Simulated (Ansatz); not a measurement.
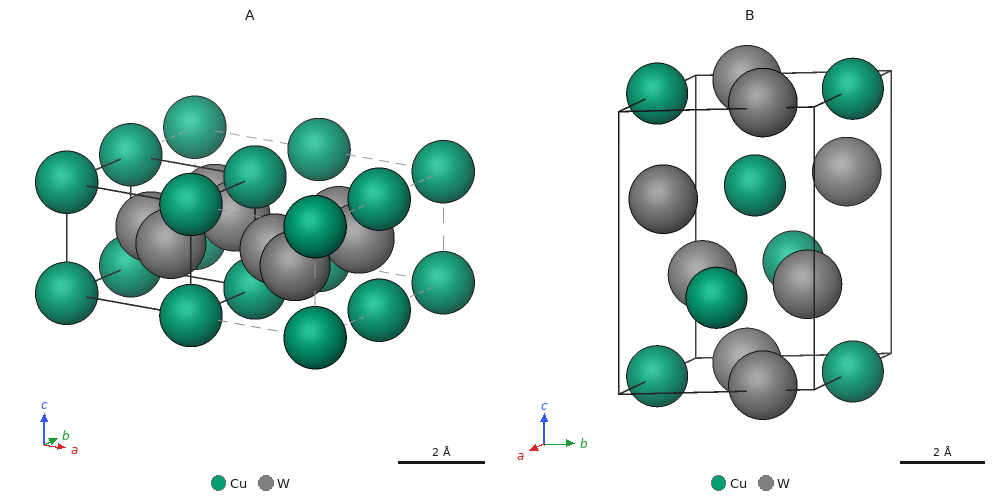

Two structures of CuW$_{2}$, each relaxed to rest (conventional cells in solid outline, small ones repeated, not to one scale). Method: DFT PBE, scalar-relativistic, plane waves, PAW in Ansatz 0.2.0, without spin polarisation.

### Which two forms are compared?

A: AlB₂ type, P6/mmm. B: 9 atoms a cell on a primitive hexagonal lattice, P6_422.

### A or B: which is lower in energy?

B is lower, by 144 meV/atom at this level of theory (energies at zero smearing). Volumes: A 15.5, B 15.0 Å³/atom.

One or both may be structure types tried for this composition rather than known phases.
